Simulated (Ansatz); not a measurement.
**Profile along the Mo–C line in Mo2C (space group Pbcn)**

Mo2C (space group Pbcn)

```cif
data_C4Mo8
_chemical_formula_sum 'Mo8 C4'
_space_group_name_H-M_alt 'Pbcn'
_space_group_IT_number 60
_space_group_name_Hall '-P 2n 2ab'
_cell_length_a 4.70497
_cell_length_b 6.00996
_cell_length_c 5.17639
_cell_angle_alpha 90.000
_cell_angle_beta 90.000
_cell_angle_gamma 90.000
loop_
_atom_site_label
_atom_site_type_symbol
_atom_site_symmetry_multiplicity
_atom_site_Wyckoff_symbol
_atom_site_fract_x
_atom_site_fract_y
_atom_site_fract_z
_atom_site_occupancy
Mo1 Mo 8 d 0.25410 0.37746 0.07967 1
C1 C 4 c 0.00000 0.62280 0.25000 1
```

Fields along a shortest Mo–C line of a (010) plane (2.08 Å), from Mo to C, interpolated on the slice's grid (step about 0.2 Å). Method: PBEsol (plane waves to 420 eV, PAW, scalar-relativistic; Ansatz, a program for electronic structure). k mesh 8×6×7. These are valence fields of a PAW run, semicore shells included where kept as valence: close to a nucleus they are smooth pseudo fields. Mo2C is run without spin polarisation. Mo2C was relaxed with its symmetry unable to fall.

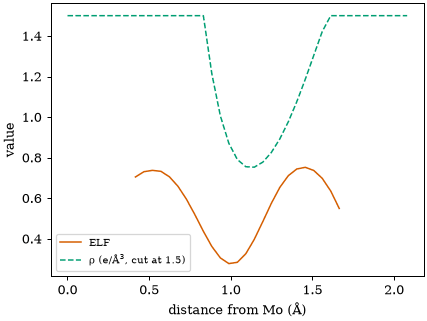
*ELF (away from the nuclei) and valence density from Mo to C.*

Density on the Mo–C line (2.08 Å) at its density minimum, 1.1 Å from Mo: 0.75 e/Å³. ELF at that point: 0.4.
